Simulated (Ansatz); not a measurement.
**GeH5O3F: nudged elastic band (part 2 of 2)**

Continued. System: GeH5O3F. Method: RHF/def2-SVP (Ansatz 0.2.0). It belongs to a series of runs on one base structure; here: band between the two ends.

Geometry of the input (Å):
```
Ge -0.3262  -0.4367  -0.3962
F  -0.0013  0.3351  1.0997
O  1.1599  -1.0704  -0.9958
H  1.8499  -0.4620  -1.2154
O  -0.9770  0.7422  -1.4710
H  -1.8331  1.0967  -1.2810
O  -1.4633  -1.6989  -0.1088
H  -1.1892  -2.4395  0.4115
H  1.9173  2.6854  2.6391
H  1.4678  2.1594  2.3568
```

### Output, continued
```
NEB iter  43: max|band force component| = 1.349e-1 eV/Å  barrier→ = 2.5459 eV  barrier← = 2.5153 eV  CI = image 4  Δτ_max = 0.0208 Å  (223 SCF iters)
the calculation of the forces begins
reference -65358.18231690 eV, -2401.8688987790 hartree; 35, 35 occupied and 78, 78 virtual orbitals, 1160 factors
1164 factors; integrals over basis functions are off by at most 9.5e-4 eV
mean field evaluation 2272: about -65355.6885 eV, gradient 1.4e-4 eV
mean field -65355.68846792 eV, -2401.7772515192 hartree, gradient 5.4e-5 eV, S^2 0.000000; 1 other end points of the search recorded, 0 dependent functions left out
the calculation of the forces begins
reference -65355.68846792 eV, -2401.7772515192 hartree; 35, 35 occupied and 78, 78 virtual orbitals, 1164 factors
NEB iter  44: max|band force component| = 1.998e-2 eV/Å  barrier→ = 2.5459 eV  barrier← = 2.5153 eV  CI = image 4  Δτ_max = 0.0000 Å  (559 SCF iters)
```

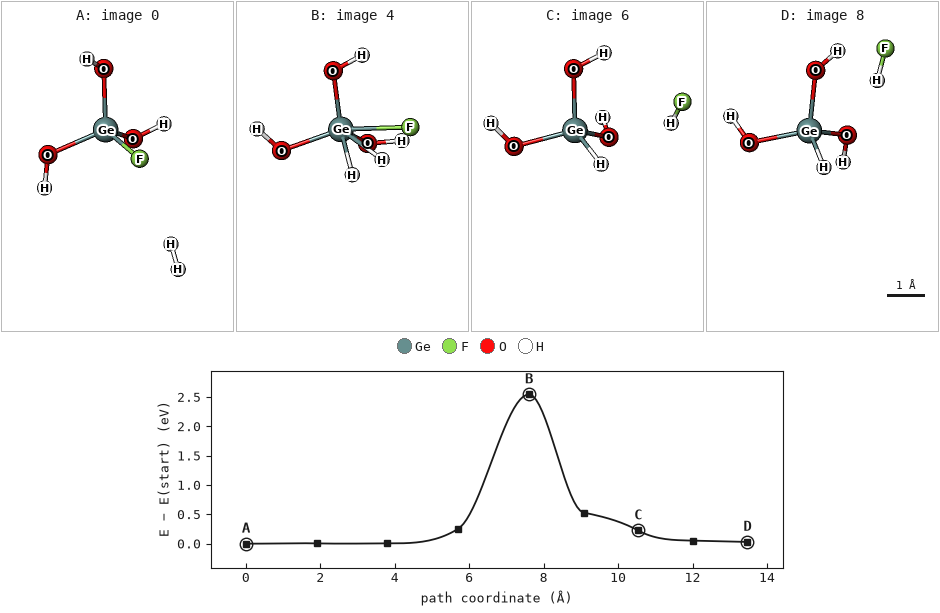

Figure 1. Images of the last band (counted from 0; ball-and-stick, seen at a tilt) above the energy along the path; the line is a cubic interpolation that uses the forces. The highest image is number 4, 2.546 eV above the start and 2.515 eV above the end (the climbing image); the end lies 0.031 eV above the start. The path is 13.47 Å long. The band converged in 44 iterations.

```
Total energy: -65355.68846792 eV, -2401.7772515192 hartree
Atom 0 at     0.163215     0.073853    -0.160546 Å, force     0.000006     0.000002    -0.000002 eV/Å
Atom 1 at    -0.914397     0.636568     1.515672 Å, force    -0.000005    -0.000001     0.000004 eV/Å
Atom 2 at     1.602496    -0.100696    -1.116127 Å, force    -0.000001    -0.000005     0.000006 eV/Å
Atom 3 at     1.928693    -0.984674    -1.201697 Å, force    -0.000001    -0.000001    -0.000005 eV/Å
Atom 4 at    -0.848176     1.125338    -1.073931 Å, force    -0.000002    -0.000001     0.000003 eV/Å
Atom 5 at    -1.586968     1.470208    -0.593147 Å, force     0.000001     0.000003    -0.000001 eV/Å
Atom 6 at    -0.236969    -1.560073     0.240586 Å, force    -0.000001    -0.000004    -0.000003 eV/Å
Atom 7 at    -0.911881    -1.657943     0.897088 Å, force    -0.000003     0.000006     0.000002 eV/Å
Atom 8 at     1.111210     0.956436     1.052492 Å, force     0.000000    -0.000001    -0.000002 eV/Å
Atom 9 at     0.297577     0.952286     1.478510 Å, force     0.000006     0.000001    -0.000001 eV/Å
Dipole moment:    -0.018786    -0.151254     0.327067 e Å
this run last wrote the band of iteration 44 to [file]
```

### The last band as extended XYZ (Å, eV, eV/Å)
```
10
Properties=species:S:1:pos:R:3:forces:R:3 image=0 energy=-65358.23440
Ge   -0.3262   -0.4367   -0.3962    0.0021  -0.0011  -0.0013
F    -0.0013    0.3351    1.0997   -0.0012  -0.0012  -0.0022
O     1.1599   -1.0704   -0.9958    0.0035   0.0152  -0.0002
H     1.8499   -0.4620   -1.2154   -0.0071  -0.0111   0.0012
O    -0.9770    0.7422   -1.4710   -0.0172   0.0031   0.0078
H    -1.8331    1.0967   -1.2810    0.0178  -0.0054  -0.0059
O    -1.4633   -1.6989   -0.1088    0.0044  -0.0051   0.0048
H    -1.1892   -2.4395    0.4115   -0.0025   0.0059  -0.0045
H     1.9173    2.6854    2.6391    0.0002  -0.0008   0.0002
H     1.4678    2.1594    2.3568    0.0000   0.0006   0.0000
10
Properties=species:S:1:pos:R:3:forces:R:3 image=1 energy=-65358.22929
Ge   -0.4032   -0.3715   -0.1675    0.0028   0.0005  -0.0028
F    -0.4169    0.0712    1.4867   -0.0038   0.0052  -0.0018
O     1.2270   -0.7752   -0.5589   -0.0029   0.0200  -0.0062
H     1.9016   -0.1437   -0.3568    0.0026  -0.0105   0.0025
O    -0.9848    0.9690   -1.0802   -0.0089  -0.0124  -0.0109
H    -1.9139    1.0166   -1.2506    0.0056   0.0076   0.0059
O    -1.4426   -1.7273   -0.3994    0.0129  -0.0063   0.0053
H    -1.1511   -2.5739   -0.0953   -0.0066   0.0055   0.0040
H     2.2057    2.4070    1.6367   -0.0066  -0.0008  -0.0028
H     1.5829    2.0392    1.8243    0.0050  -0.0089   0.0068
10
Properties=species:S:1:pos:R:3:forces:R:3 image=2 energy=-65358.22979
Ge   -0.4281   -0.3190   -0.3097   -0.0064   0.0057  -0.0021
F    -0.4323    0.4213    1.2368    0.0037  -0.0075   0.0065
O     1.1173   -0.0460   -1.0190   -0.0074   0.0003  -0.0032
H     1.8575   -0.5199   -0.6697   -0.0026   0.0053  -0.0056
O    -1.6953    0.4127   -1.2210    0.0074   0.0031   0.0081
H    -1.7600    1.3561   -1.2142    0.0038  -0.0018  -0.0151
O    -0.7066   -2.0084   -0.1165    0.0059  -0.0063   0.0054
H    -1.5711   -2.2945    0.1381   -0.0031   0.0022   0.0018
H     2.4344    2.1286    2.1781    0.0015  -0.0017   0.0006
H     1.7889    1.7804    2.0360   -0.0029   0.0006   0.0036
10
Properties=species:S:1:pos:R:3:forces:R:3 image=3 energy=-65357.97933
Ge   -0.2301   -0.1298   -0.2574   -0.0911  -0.0489  -0.0230
F    -0.6669    0.4074    1.3184    0.0582  -0.0516  -0.0468
O     1.4151   -0.0168   -0.7581   -0.0455   0.0164   0.0839
H     1.8754   -0.8384   -0.8574   -0.0131   0.0316   0.0829
O    -1.1660    0.8984   -1.2747   -0.0739  -0.0521  -0.0507
H    -1.7943    1.4463   -0.8273   -0.0465  -0.0043  -0.0542
O    -0.6148   -1.8145   -0.1610   -0.0901  -0.0580  -0.0920
H    -1.1117   -2.0555    0.6079   -0.0502  -0.0932  -0.0687
H     1.7552    1.5009    1.4131    0.1528   0.1279   0.0851
H     1.1430    1.5133    1.8353    0.1996   0.1322   0.0834
10
Properties=species:S:1:pos:R:3:forces:R:3 image=4 energy=-65355.68847
Ge    0.1632    0.0739   -0.1605    0.0000   0.0000   0.0000
F    -0.9144    0.6366    1.5157    0.0000   0.0000   0.0000
O     1.6025   -0.1007   -1.1161    0.0000   0.0000   0.0000
H     1.9287   -0.9847   -1.2017    0.0000   0.0000   0.0000
O    -0.8482    1.1253   -1.0739    0.0000   0.0000   0.0000
H    -1.5870    1.4702   -0.5931    0.0000   0.0000   0.0000
O    -0.2370   -1.5601    0.2406    0.0000   0.0000   0.0000
H    -0.9119   -1.6579    0.8971    0.0000   0.0000   0.0000
H     1.1112    0.9564    1.0525    0.0000   0.0000   0.0000
H     0.2976    0.9523    1.4785    0.0000   0.0000   0.0000
10
Properties=species:S:1:pos:R:3:forces:R:3 image=5 energy=-65357.70334
Ge    0.5409    0.0940   -0.2658    0.0573   0.0006  -0.0364
F    -1.2493    0.8128    1.9110   -0.0447   0.0273   0.0623
O     1.8033   -0.2879   -1.3922    0.0193  -0.0266  -0.0408
H     1.8255   -1.1865   -1.6839   -0.0118  -0.0260  -0.0838
O    -0.6573    1.0792   -1.0664    0.0300  -0.0424   0.0167
H    -1.3414    1.4396   -0.5223    0.0245  -0.0173  -0.0032
O    -0.1190   -1.4502    0.2269    0.0314   0.0169   0.0130
H    -0.9397   -1.4540    0.6953    0.0030   0.0327  -0.0212
H     1.1691    0.8453    0.9067    0.0084   0.0053  -0.0284
H    -0.4272    1.0189    2.2297   -0.1174   0.0294   0.1218
10
Properties=species:S:1:pos:R:3:forces:R:3 image=6 energy=-65358.00949
Ge    0.6904    0.0653   -0.0752    0.0393  -0.0220   0.0530
F    -1.3350    0.6931    2.1231    0.0253  -0.0374   0.1058
O     1.7601   -0.2298   -1.4144   -0.0502   0.0235  -0.0667
H     1.8626   -1.1341   -1.6725   -0.0434   0.0108  -0.0463
O    -0.5127    1.3075   -0.4259    0.0211   0.0964   0.2453
H    -1.1836    1.1657   -1.0752    0.0436  -0.0869  -0.1461
O    -0.1270   -1.4558    0.1791   -0.0063   0.0091  -0.0169
H    -0.8293   -1.4508    0.8137    0.0418  -0.0005   0.0580
H     1.4201    0.6499    1.1103    0.1119  -0.0775   0.0470
H    -1.1407    1.3004    1.4759   -0.1830   0.0844  -0.2330
10
Properties=species:S:1:pos:R:3:forces:R:3 image=7 energy=-65358.18232
Ge    0.8477    0.1154    0.0783    0.0018   0.0004   0.0014
F    -1.9255    0.3912    1.7502   -0.0060  -0.0032  -0.0038
O     1.6557   -0.1762   -1.4361   -0.0029  -0.0003  -0.0020
H     1.5504   -1.0394   -1.8090   -0.0064  -0.0001  -0.0032
O    -0.4821    1.2527   -0.2319    0.0014   0.0000   0.0033
H    -0.6616    1.4644   -1.1370    0.0068   0.0048   0.0001
O     0.1352   -1.3952    0.5655    0.0025   0.0008   0.0053
H    -0.6217   -1.3296    1.1339    0.0021   0.0022   0.0049
H     1.7673    0.7422    1.1009    0.0060   0.0002  -0.0011
H    -1.6607    0.8857    1.0242   -0.0053  -0.0049  -0.0049
10
Properties=species:S:1:pos:R:3:forces:R:3 image=8 energy=-65358.20379
Ge    0.9871    0.1510    0.1458   -0.0120  -0.0024   0.0060
F    -2.3419   -0.0223    1.1408   -0.0014   0.0007  -0.0020
O     1.5684   -0.3549   -1.4159    0.0080   0.0003  -0.0065
H     1.1633   -1.1165   -1.8037   -0.0050  -0.0011   0.0003
O    -0.4127    1.2249   -0.0878   -0.0096  -0.0033   0.0067
H    -0.3561    1.9072   -0.7404    0.0026   0.0068  -0.0062
O     0.3278   -1.1935    1.0177    0.0100  -0.0058   0.0033
H    -0.5896   -1.1437    1.2604   -0.0017   0.0005  -0.0003
H     2.1090    0.8708    0.8589    0.0053   0.0018   0.0012
H    -1.8506    0.5883    0.6631    0.0037   0.0025  -0.0025
```

### Key numbers

```tsv
quantity	value
outcome	converged
barrier, forward	2.546 eV
barrier, backward	2.515 eV
wall time	8.6 min (CPU time 16 min)
peak memory	0.27 GiB
```

### Remarks

The order of the saddle point was not checked.
